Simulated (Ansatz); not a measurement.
**Lattice dynamics of Li2BeSi2 (built on the sites of a database entry of SrSi2Ag2)**

Wanted: phonon frequencies of Li2BeSi2 (built on the sites of a database entry of SrSi2Ag2) and what follows from them.

Calculated with Ansatz 0.2.0; DFT PBEsol, scalar-relativistic, plane waves, PAW.

The structure was built from a prototype and need not be the compound's stable phase.

## Step 1: Set-up

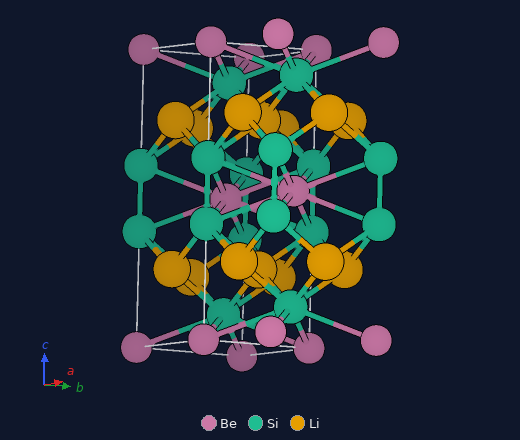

The starting structure, seen from a free direction (beryllium pink, silicon teal, lithium orange). 2×1×1 cells are drawn. This picture shows the conventional cell, with its axes. Some periodic images of atoms are drawn too.

## Step 2: Coarse relaxation

A rough relaxation comes first, because large forces or stress need no tight tolerances yet.

The input, input.yaml:

```yaml
crystal:
  lattice:
    - [-1.80166, 1.80166, 4.31082]
    - [1.80166, -1.80166, 4.31082]
    - [1.80166, 1.80166, -4.31082]
  atoms:
    - { symbol: Be, position: [0.0, 0.0, 0.0] }
    - { symbol: Si, position: [0.389, 0.389, 0.0] }
    - { symbol: Si, position: [0.611, 0.611, 0.0] }
    - { symbol: Li, position: [0.75, 0.25, 0.5] }
    - { symbol: Li, position: [0.25, 0.75, 0.5] }
kpoints:
  mp_grid: { grid: [8, 8, 8] }
hamiltonian:
  xc: pbesol
scf:
  occupations: { method: gaussian, width: 0.1 }
output:
  forces: true
  stress: true
  eigenvalues: true
relax:
  adjacent_minimum: "off"
  f_tol: 0.05
  max_steps: 80
  cell: { stress_tol: 0.5 }
```

On the command line:

```sh
$ ansatz run input.yaml --threads 8 --pin off --max-ram 14336MiB --backend cpu --events-out ev --progress --plain --runs-dir out
```

Numbers of over 12 decimals in the logs are rounded to 6 here.

Log:

```text
The last accepted step is kept in <dir> (removed where the run ends without a failure and the disk answers)
Engine: ansatz 0.2.0, aarch64-unknown-linux-gnu
Pseudopotentials: kind: paw
Pseudopotential: Be, paw, valence charge 2, recommended cutoff 420 eV (normal), Be.paw.azcp
Pseudopotential: Si, paw, valence charge 4, recommended cutoff 420 eV (normal), Si.paw.azcp
[...]
cell:  # Å, volume = 69.8394 Å³
    - [-1.721521, 1.721521, 5.891370]
    - [1.721521, -1.721521, 5.891370]
    - [1.721521, 1.721521, -5.891370]
  atoms:
    - { symbol: Be, position: [1.810851680630516e-19, 1.8108516806305182e-19, 0] }
    - { symbol: Si, position: [0.407296, 0.407296, 0] }
    - { symbol: Si, position: [0.592704, 0.592704, 0] }
    - { symbol: Li, position: [0.750000, 0.25, 0.500000] }
    - { symbol: Li, position: [0.25, 0.750000, 0.500000] }
[key lines of the parts left out:]
SCF converged after 3 iterations
Free energy (F): -1738.190418 eV
Fermi energy:    5.931231 eV
P = ⅓ Tr σ = 0.1530 GPa (1.530 kbar)
```

Elapsed: 6.5 s, on 8 threads of Arm Neoverse V2, shared host; peak memory 0.49 GiB; 42 s of CPU time.

Relaxation path:

```tsv
step	energy less that of the first step (eV)	largest force component (eV/Å)	pressure (GPa)	volume (Å³)
1	0.0000	4.3169	35.34	55.97
2	-1.1779	0.2755	21.02	60.15
3	-1.9061	0.7072	13.51	63.98
4	-2.4706	0.4780	8.96	66.70
5	-2.9327	0.0853	5.60	68.75
6	-3.2885	0.0885	3.20	69.79
7	-3.5325	0.0260	1.57	69.95
8	-3.6519	0.1241	0.50	69.64
9	-3.6604	0.1290	-0.05	69.43
10	-3.6610	0.0105	0.04	69.52
11*	-3.7142	0.0789	0.50	69.52
12	-3.7164	0.0042	0.15	69.84
13*	-3.7165	0.0041	0.15	69.84
```

Relaxation steps marked * repeat the geometry before them on a plane-wave basis chosen anew for their cell, so energy and pressure can jump there.

The run keeps the 16 symmetry operations that it works with, so distortions that break them were not tested.

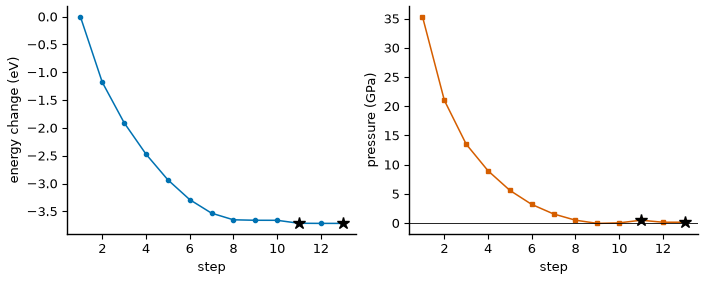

Energy and pressure along the relaxation. Stars mark steps on a basis chosen anew.

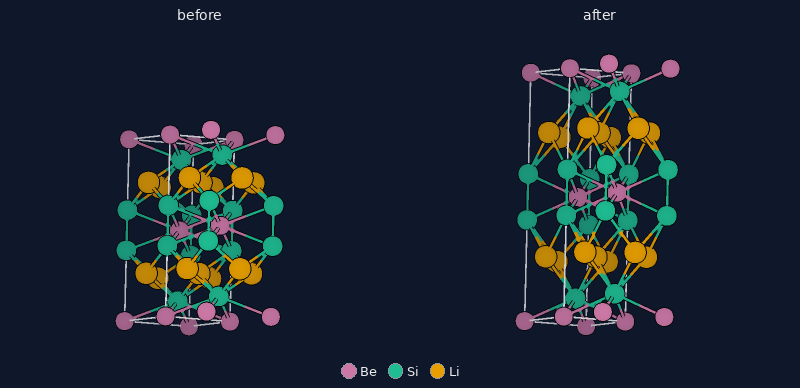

Before and after, at one scale.

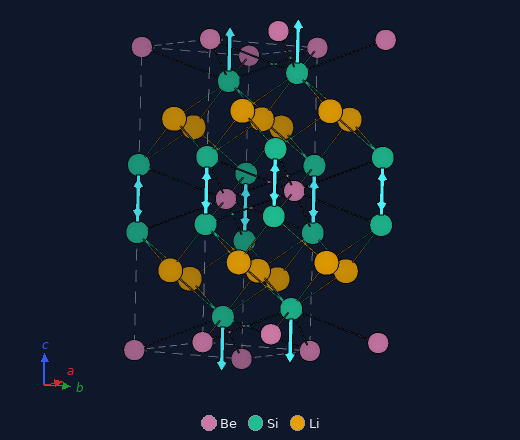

Displacements in the relaxation, exaggerated, measured against the changing cell; the longest in the cell stands for 0.22 Å. 2×1×1 conventional cells are drawn. Some periodic images of atoms are drawn too.

```tsv
cell as run	before	after	change
a (Å)	5.008	6.375	+27.3 %
b (Å)	5.008	6.375	+27.3 %
c (Å)	5.008	6.375	+27.3 %
α (°)	137.83	148.66	+7.9 %
β (°)	137.83	148.66	+7.9 %
γ (°)	61.17	44.91	-26.6 %
volume (Å³/atom)	11.19	13.97	+24.8 %
```

The atoms that moved most (Å, as changes of fractional coordinates times the final cell):

```tsv
atom	dx	dy	dz	length
Si3	0.000	0.000	-0.216	0.216
Si2	0.000	0.000	0.216	0.216
```

Final coordinates:

```xyz
5
Lattice="-1.7215 1.7215 5.8914 1.7215 -1.7215 5.8914 1.7215 1.7215 -5.8914" Properties=species:S:1:pos:R:3 pbc="T T T"
Be    0.0000    0.0000    0.0000
Si    0.0000    0.0000    4.7991
Si    0.0000    0.0000    6.9837
Li    0.0000    1.7215    2.9457
Li    1.7215    0.0000    2.9457
```

This step gave:

| Property | Result |
| --- | --- |
| pressure | 0.1530 GPa |
| volume per atom | 13.97 Å³ |
| gap on the k-mesh | 0 eV |

In this step the volume went from 11.19 to 13.97 Å³/atom.

## Step 3: Bringing the structure to rest

The cell and atoms are relaxed, since residual forces and stress would shift the frequencies.

The input, input.yaml:

```yaml
crystal:
  lattice:
    - [-1.7215205714, 1.7215205714, 5.8913702325]
    - [1.7215205714, -1.7215205714, 5.8913702325]
    - [1.7215205714, 1.7215205714, -5.8913702325]
  atoms:
    - { symbol: Be, position: [0.0, 0.0, 0.0] }
    - { symbol: Si, position: [0.4072955025, 0.4072955025, 0.0] }
    - { symbol: Si, position: [0.5927044975, 0.5927044975, 0.0] }
    - { symbol: Li, position: [0.75, 0.25, 0.5] }
    - { symbol: Li, position: [0.25, 0.75, 0.5] }
kpoints:
  mp_grid: { grid: [14, 14, 14] }
hamiltonian:
  xc: pbesol
scf:
  occupations: { method: gaussian, width: 0.1 }
output:
  forces: true
  stress: true
  eigenvalues: true
relax:
  adjacent_minimum: "off"
  f_tol: 0.005
  max_steps: 80
  cell: { stress_tol: 0.05 }
```

Log:

```text
[...]
cell:  # Å, volume = 69.4566 Å³
    - [-1.716121, 1.716121, 5.895997]
    - [1.716121, -1.716121, 5.895997]
    - [1.716121, 1.716121, -5.895997]
  atoms:
    - { symbol: Be, position: [0, 0, 0] }
    - { symbol: Si, position: [0.406688, 0.406688, 0] }
    - { symbol: Si, position: [0.593312, 0.593312, 0] }
    - { symbol: Li, position: [0.750000, 0.25, 0.5] }
    - { symbol: Li, position: [0.25, 0.750000, 0.5] }
[key lines of the parts left out:]
SCF converged after 5 iterations
Free energy (F): -1738.191857 eV
Fermi energy:    5.999594 eV
P = ⅓ Tr σ = 0.0127 GPa (0.127 kbar)
```

It took 5.9 s on 8 threads; peak memory 0.59 GiB.

The steps of the relaxation:

```tsv
step	energy less that of the first step (eV)	largest force component (eV/Å)	pressure (GPa)	volume (Å³)
1	0.0000	0.2572	0.02	69.84
2	-0.0025	0.0580	0.04	69.48
3	-0.0026	0.0001	0.01	69.46
4*	-0.0026	0.0000	0.01	69.46
```

Relaxation steps marked * repeat the geometry before them on a plane-wave basis chosen anew for their cell, so energy and pressure can jump there.

The run keeps the 16 symmetry operations that it works with, so distortions that break them were not tested.

```tsv
conventional cell, symmetrised	before	after	change
a (Å)	3.443	3.432	-0.3 %
b (Å)	3.443	3.432	-0.3 %
c (Å)	11.783	11.792	+0.1 %
volume (Å³/atom)	13.97	13.89	-0.5 %
```

The relaxed structure:

```xyz
5
Lattice="-1.7161 1.7161 5.8960 1.7161 -1.7161 5.8960 1.7161 1.7161 -5.8960" Properties=species:S:1:pos:R:3 pbc="T T T"
Be    0.0000    0.0000    0.0000
Si    0.0000    0.0000    4.7957
Si    0.0000    0.0000    6.9963
Li    0.0000    1.7161    2.9480
Li    1.7161    0.0000    2.9480
```

Numbers from this step:

```yaml
pressure: 0.01265 GPa
volume_per_atom: 13.89 Å³
```

In this step the volume went from 13.97 to 13.89 Å³/atom.

## Step 4: Relaxing to small forces for the phonons

Phonons need a cell at rest on their own settings, so the relaxation is repeated with tight tolerances on forces and stress, using the mesh and the filling of the phonon run that follows.

The input, input.yaml:

```yaml
crystal:
  lattice:
    - [-1.7161214033, 1.7161214033, 5.8959966691]
    - [1.7161214033, -1.7161214033, 5.8959966691]
    - [1.7161214033, 1.7161214033, -5.8959966691]
  atoms:
    - { symbol: Be, position: [0.0, 0.0, 0.0] }
    - { symbol: Si, position: [0.4066875613, 0.4066875613, 0.0] }
    - { symbol: Si, position: [0.5933124387, 0.5933124387, 0.0] }
    - { symbol: Li, position: [0.75, 0.25, 0.5] }
    - { symbol: Li, position: [0.25, 0.75, 0.5] }
kpoints:
  mp_grid: { grid: [16, 16, 16] }
hamiltonian:
  xc: pbesol
scf:
  occupations: { method: methfessel_paxton, width: 0.2 }
output:
  forces: true
  stress: true
  eigenvalues: true
relax:
  adjacent_minimum: "off"
  f_tol: 0.001
  max_steps: 60
  cell: { stress_tol: 0.01 }
```

Log:

```text
[...]
Crystal: 5 atoms, lattice volume = 69.457 Å³
Basis set: ecut = 420 eV, 1371 PW (Γ), FFT grids on a1+a3, a2+a3, a3, exchange–correlation on 48×48×90 points (8 copies of the dense FFT grid, shifted against one another)
Bands: 13, of which v1, the nominal top of the filled ones, is band 8 counted from 1 (7 counted from 0)
Symmetry: 16 space group operations
[...]
cell:  # Å, volume = 69.6724 Å³
    - [-1.719233, 1.719233, 5.892923]
    - [1.719233, -1.719233, 5.892923]
    - [1.719233, 1.719233, -5.892923]
  atoms:
    - { symbol: Be, position: [0, 0, 0] }
    - { symbol: Si, position: [0.406927, 0.406927, 0] }
    - { symbol: Si, position: [0.593073, 0.593073, 0] }
    - { symbol: Li, position: [0.750000, 0.25, 0.500000] }
    - { symbol: Li, position: [0.25, 0.750000, 0.500000] }
[key lines of the parts left out:]
SCF converged after 5 iterations
Free energy (F): -1738.190483 eV
Fermi energy:    5.971873 eV
P = ⅓ Tr σ = -0.0008 GPa (-0.008 kbar)
```

Wall time 9.9 s (8 threads); peak memory 0.67 GiB; 73 s of CPU time.

Relaxation path:

```tsv
step	energy less that of the first step (eV)	largest force component (eV/Å)	pressure (GPa)	volume (Å³)
1	0.0000	0.1077	0.04	69.46
2	-0.0005	0.0234	-0.01	69.66
3	-0.0005	0.0019	-0.01	69.68
4	-0.0005	0.0001	0.00	69.67
5*	-0.0005	0.0000	0.00	69.67
```

Relaxation steps marked * repeat the geometry before them on a plane-wave basis chosen anew for their cell, so energy and pressure can jump there.

Forces are held to the 16 operations that the run works with; a distortion that breaks them can't arise in this run.

```tsv
conventional cell, symmetrised	before	after	change
a (Å)	3.432	3.438	+0.2 %
b (Å)	3.432	3.438	+0.2 %
c (Å)	11.792	11.786	-0.1 %
volume (Å³/atom)	13.89	13.93	+0.3 %
```

Final coordinates:

```xyz
5
Lattice="-1.7192 1.7192 5.8929 1.7192 -1.7192 5.8929 1.7192 1.7192 -5.8929" Properties=species:S:1:pos:R:3 pbc="T T T"
Be    0.0000    0.0000    0.0000
Si    0.0000    0.0000    4.7960
Si    0.0000    0.0000    6.9899
Li    0.0000    1.7192    2.9465
Li    1.7192    0.0000    2.9465
```

Numbers from this step:

- pressure: -7.75e-4 GPa
- volume per atom: 13.93 Å³

The largest force component left is 0.043 meV/Å and the pressure is -0.001 GPa, within the tolerances set. The cell now holds 13.93 Å³/atom.

## Step 5: Modes at Γ

The zone centre comes first: it holds the modes that light can see, as far as symmetry allows. No field response is asked, since the mesh shows no gap.

The input, input.yaml:

```yaml
crystal:
  lattice:
    - [-1.7192334977, 1.7192334977, 5.8929231129]
    - [1.7192334977, -1.7192334977, 5.8929231129]
    - [1.7192334977, 1.7192334977, -5.8929231129]
  atoms:
    - { symbol: Be, position: [0.0, 0.0, 0.0] }
    - { symbol: Si, position: [0.4069268842, 0.4069268842, 0.0] }
    - { symbol: Si, position: [0.5930731158, 0.5930731158, 0.0] }
    - { symbol: Li, position: [0.75, 0.25, 0.5] }
    - { symbol: Li, position: [0.25, 0.75, 0.5] }
kpoints:
  mp_grid: { grid: [16, 16, 16] }
hamiltonian:
  xc: pbesol
scf:
  occupations: { method: methfessel_paxton, width: 0.2 }
output:
  eigenvalues: true
phonons:
  method: dfpt
```

Log:

```text
zone centre: on kpoints.mp_grid the ground state, and the responses unless they are solved on pairs of k-points, stand on 621 of the mesh's 4096 k-points, reduced under 4 symmetry operations, with k and −k counted as one. Each operation leaves every solved displacement unchanged or reverses it
[...]
Crystal: 5 atoms, lattice volume = 69.672 Å³
Basis set: ecut = 420 eV, 1371 PW (Γ), exchange–correlation on 90×90×90 points (8 copies of the dense FFT grid, shifted against one another)
Bands: 13, of which v1, the nominal top of the filled ones, is band 8 counted from 1 (7 counted from 0)
Symmetry: 16 space group operations
k-points: 621 of 4096 (irreducible under 4 space group operations, time reversal used)
[...]
SCF iter   1: F=—  HF=-1738.192169 eV  |F-HF|=—  |Δ(HF+E_count)|=         —  Δρ=2.51e-3  dr2=3.39e-3  ethr=1.77e-3  ⟨swp⟩=5.1  Hψ=50400  notcnv=0
[...]
SCF iter   8: F=-1738.190483 eV  HF=-1738.190483 eV  |F-HF|=4.55e-13  |Δ(HF+E_count)|=  1.59e-11  S|Δr|=    0.00e0  Δρ=4.46e-8  dr2=1.30e-12  ethr=1.00e-12  ⟨swp⟩=7.1  Hψ=35385  notcnv=0
SCF 1 converged in 8 iterations: F = -1738.190483 eV  dr2 = 1.30e-12
[...]
DFPT response loops at Γ: preconditioner auto → Kerker (q_TF=auto, 2.135 Å⁻¹) (partly filled bands, converged f_vac=0.000); β = 1.00, the filter's whole step (`scf.mixing.beta` (0.50) is not read by the response loops under this deck's `scf.mixing.preconditioner`; to damp them name `kerker` or `kerker_dos`, under which they read `scf.mixing.beta`, and type it under 1.00, their step now; both keys bind the ground state too); Broyden in place of MSR1
SCF converged after 8 iterations
[...]
Free energy (F): -1738.190483 eV
[...]
Internal energy: -1738.193221 eV  (E = F + TS)
E sigma→0 (E₀):  -1738.191167 eV
Entropy (-TS):   0.002738 eV (0.548 meV/atom)
Fermi energy:    5.971873 eV
[...]
--- Band table (eV; the first three rows and the last of 621) ---
  k-point 0: bands = [... 4 lower, 1.4856, 5.5474, 5.5474, 7.7377, 7.7377, 8.0475, 8.4013, 9.5999, ... 1 higher]
  k-point 1: bands = [... 4 lower, 1.5350, 5.1233, 5.1569, 6.9032, 7.5552, 8.5995, 9.1820, 10.1415, ... 1 higher]
  k-point 2: bands = [... 4 lower, 1.6787, 4.3482, 4.3504, 5.8850, 7.1040, 9.7193, 10.0271, 11.3250, ... 1 higher]
  k-point 620: bands = [... 4 lower, 3.0388, 5.2547, 5.2547, 6.5280, 7.7647, 9.5568, 9.5568, 9.8824, ... 1 higher]
--- Phonons (Γ-DFPT): 6 representative perturbations + reference, on 621 of 4096 k-points (Σ response iterations 18) ---
  k mesh reduced under 4 symmetry operations, with k and −k counted as one. Each operation leaves every solved displacement unchanged or reverses it
  ASR residual: 1.400e-5 → 0.000e0 eV/Å²; symmetrization residual: 5.309e-7 eV/Å²
  ASR residual per site (eV/Å²): 1.22e-5 1.26e-5 1.26e-5 1.40e-5 1.40e-5
  Γ frequencies (cm⁻¹): 0.00 0.00 0.00 98.22 98.22 102.67 134.15 134.15 285.47 285.47 325.27 457.17 510.71 510.71 561.96
  non-analytic LO–TO correction: not included (Born effective charges unavailable; polar crystals: no LO–TO splitting at Γ)
```

The job ended after 59 s (8 threads; peak memory 2.3 GiB; 7.1 min of CPU time).

Reading the cycles: dr2 is the Hartree energy of the density residual (eV), the measure of convergence; HF is the Harris–Foulkes estimate of the energy, which meets the free energy F at convergence.

Numbers from this step:

```
sum-rule residual before enforcement                    : 1.40e-5 eV/Å²
point group                                             : 4/mmm
highest optical mode at the zone centre (no LO-TO term) : 562.0 cm⁻¹
lowest optical zone-centre mode                         : 98.22 cm⁻¹
```

Patterns of degenerate modes are one choice out of their space. Modes at Γ, with each element's share of the kinetic energy:

```tsv
mode	frequency (cm⁻¹)	symmetry	Be %	Si %	Li %
1	0.0	acoustic	11	71	18
2	0.0	acoustic	11	71	18
3	0.0	acoustic	11	71	18
4	98.2	Eg	0	98	2
5	98.2	Eg	0	98	2
6	102.7	A2u	85	4	11
7	134.2	Eu	88	6	6
8	134.2	Eu	88	6	6
9	285.5	Eu	1	22	77
10	285.5	Eu	1	22	77
11	325.3	B1g	0	0	100
12	457.2	A2u	3	25	72
13	510.7	Eg	0	2	98
14	510.7	Eg	0	2	98
15	562.0	A1g	0	100	0
```

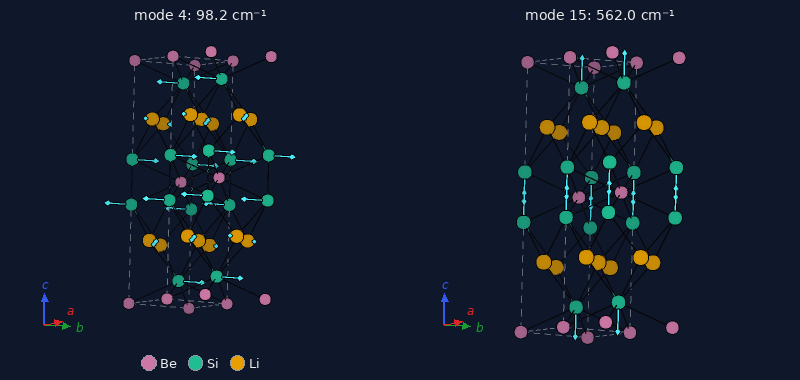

Displacement patterns of modes 4 and 15 at Γ; arrows are exaggerated. 2×1×1 conventional cells are drawn. Some periodic images of atoms are drawn too.

Before it was imposed, the acoustic sum rule was missed by 1.4e-5 eV/Å². Small misses are needed for a sound result but don't prove that mesh and cutoff are converged. The lowest optical mode is real, 98.2 cm⁻¹.

(Continued in part 2 of 2.)

[Logs are printed without paths, hosts, clocks, repeated set-up lines and the standing remarks that a program may print on its own settings, such as how far it seeks lower states.]

[Hosts, paths, dates, database ids (printed as entryN), source tags and the programs' standing remarks are cut or masked in the printed files.]
